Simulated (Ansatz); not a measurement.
**CCSD(T)/aug-cc-pVDZ run of CH5AlO (SMILES [CH3][AlH][OH])**

What is the energy change on altering one bond length of CH5AlO at CCSD(T)/aug-cc-pVDZ? 

The calculation is run with Ansatz 0.2.0.

42 further runs of the same task are left out: 42 set aside as unsound or not needed.

## (1) The structure to begin with

CH5AlO has 8 atoms, charge 0, and is taken as a singlet. As SMILES, `[CH3][AlH][OH]`. The shape is that of a PBE0-D4/def2-TZVP optimisation. This is one conformer, not always the lowest.

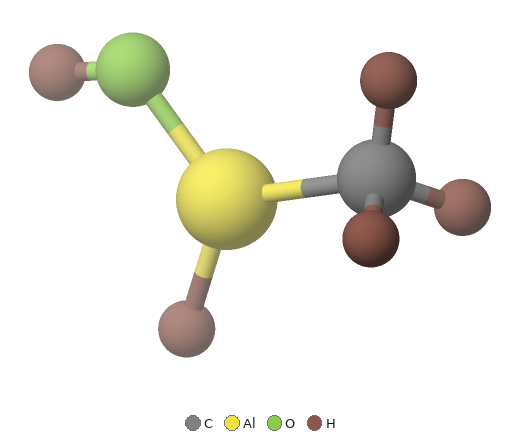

The structure, seen from a chosen angle (carbon grey, aluminium yellow, oxygen green, hydrogen brown).

## (2) The energy at CCSD(T)/aug-cc-pVDZ

Contents of job.yaml:

```yaml
crystal:
  periodic: [false, false, false]
  atoms:
    - symbol: C
      position_ang: [-0.777900, 0.982200, -0.070900]
    - symbol: Al
      position_ang: [0.579700, -0.394200, -0.239900]
    - symbol: O
      position_ang: [0.544600, -1.676400, 0.876800]
    - symbol: H
      position_ang: [-0.325100, 1.954500, 0.149300]
    - symbol: H
      position_ang: [-1.491400, 0.755400, 0.724300]
    - symbol: H
      position_ang: [-1.335700, 1.105000, -1.004800]
    - symbol: H
      position_ang: [1.716800, -0.394500, -1.350200]
    - symbol: H
      position_ang: [1.181200, -2.389100, 0.859500]
basis:
  gaussian:
    orbitals: aug-cc-pVDZ
correlation:
  method: ccsd_t
  frozen_orbitals: {Al: 5, C: 1, H: 0, O: 1}
accuracy: high
scf:
  omitted_lower_state_checks: [cluster_reference, increment]
```

The run is started by

```bash
ansatz run job.yaml --threads 1 --pin off --max-ram 3480MiB --events-out events.jsonl --progress --plain --runs-dir runs
```

What it wrote (excerpt; [...] marks lines left out):

```text
Warning: RAYON_NUM_THREADS=1 ignored (pool sized by the plan → 1); use --threads N
Functional definition: HF
  name "HF"
[...]
2328 factors; integrals over basis functions are off by at most 3.4e-9 eV
[...]
mean field -9731.59753950 eV, -357.6296132628 hartree, gradient 1.2e-8 eV, S^2 0.000000; 0 other end points of the search recorded, 0 dependent functions left out
7 core orbitals not correlated: weight in the atoms' cores, before any rotation towards them, 1.000 or more for the frozen orbitals, at most 0.000 for the correlated occupied ones
reference -9731.59753950 eV, -357.6296132628 hartree; 9, 9 occupied and 102, 102 virtual orbitals, 2328 factors
second order -11.69610346 eV of doubles, -0.00000000 eV of singles
cycle   1  -12.17825434 eV  change   -4.8e-1 eV  update   8.5e-2
[...]
cycle  21  -12.56730997 eV  change  -4.5e-11 eV  update   1.0e-9
perturbative correction -0.35127954 eV, -0.0129092849 hartree
Total energy: -9744.51612900 eV, -358.1043626707 hartree
Checks for a lower state left out: cluster_reference, increment
```

Run time: 39 s. Hardware: 1 thread of Arm Neoverse V2, shared host; peak memory 1.1 GiB.

## (3) The distorted shape at the same level

Contents of job.yaml:

```yaml
crystal:
  periodic: [false, false, false]
  atoms:
    - symbol: C
      position_ang: [-0.845830, 0.836333, -0.103935]
    - symbol: Al
      position_ang: [0.511770, -0.540067, -0.272935]
    - symbol: O
      position_ang: [0.476670, -1.822267, 0.843765]
    - symbol: H
      position_ang: [-0.325100, 1.954500, 0.149300]
    - symbol: H
      position_ang: [-1.559330, 0.609533, 0.691265]
    - symbol: H
      position_ang: [-1.403630, 0.959133, -1.037835]
    - symbol: H
      position_ang: [1.648870, -0.540367, -1.383235]
    - symbol: H
      position_ang: [1.113270, -2.534967, 0.826465]
basis:
  gaussian: {orbitals: aug-cc-pVDZ}
magnetization: {spin_polarized: false, initial_magnetization: 0}
correlation: {method: ccsd_t, frozen_orbitals: {Al: 5, C: 1, H: 0, O: 1}}
accuracy: high
scf: {omitted_lower_state_checks: [cluster_reference, increment]}
```

The run is started by

```bash
ansatz run job.yaml --threads 1 --pin off --max-ram 3480MiB --events-out events.jsonl --progress --plain --runs-dir runs
```

What it wrote (excerpt; [...] marks lines left out):

```text
Warning: RAYON_NUM_THREADS=1 ignored (pool sized by the plan → 1); use --threads N
[... 2 set-up lines as earlier in the session ...]
[...]
2330 factors; integrals over basis functions are off by at most 3.6e-9 eV
[...]
mean field -9731.25053962 eV, -357.6168612525 hartree, gradient 1.0e-8 eV, S^2 0.000000; 0 other end points of the search recorded, 0 dependent functions left out
7 core orbitals not correlated: weight in the atoms' cores, before any rotation towards them, 1.000 or more for the frozen orbitals, at most 0.000 for the correlated occupied ones
reference -9731.25053962 eV, -357.6168612525 hartree; 9, 9 occupied and 102, 102 virtual orbitals, 2330 factors
second order -11.74504558 eV of doubles, -0.00000000 eV of singles
cycle   1  -12.23028353 eV  change   -4.9e-1 eV  update   8.6e-2
[...]
cycle  22  -12.63581764 eV  change    1.6e-9 eV  update   1.0e-9
perturbative correction -0.36120396 eV, -0.0132740005 hartree
Total energy: -9744.24756122 eV, -358.0944929865 hartree
Checks for a lower state left out: cluster_reference, increment
```

Run time: 40 s. Hardware: 1 thread of Arm Neoverse V2, shared host; peak memory 1.1 GiB.

## (4) What came out

At CCSD(T)/aug-cc-pVDZ, 7 core orbitals frozen:

| quantity | value |
| --- | --- |
| first shape: total energy | -358.10436 Eh |
| first shape: correlation energy (7 core orbitals frozen) | -474.7 mEh |
| first shape: (T) correction | -12.91 mEh |
| first shape: T1 diagnostic | 0.013 |
| distorted shape: total energy | -358.09449 Eh |
| distorted shape: correlation energy (7 core orbitals frozen) | -477.6 mEh |
| distorted shape: (T) correction | -13.27 mEh |
| distorted shape: T1 diagnostic | 0.013 |
| energy change with the C1–H4 bond stretched from 1.095 to 1.259 Å | 0.269 eV |

**Reading.** With the C1–H4 bond stretched from 1.095 to 1.259 Å the energy rises by 0.27 eV (6.2 kcal/mol). The first shape isn't relaxed at this level, so the change isn't measured from a minimum. The triples (first shape) make up 2.7 % of the correlation energy. The triples (distorted shape) make up 2.8 % of the correlation energy.
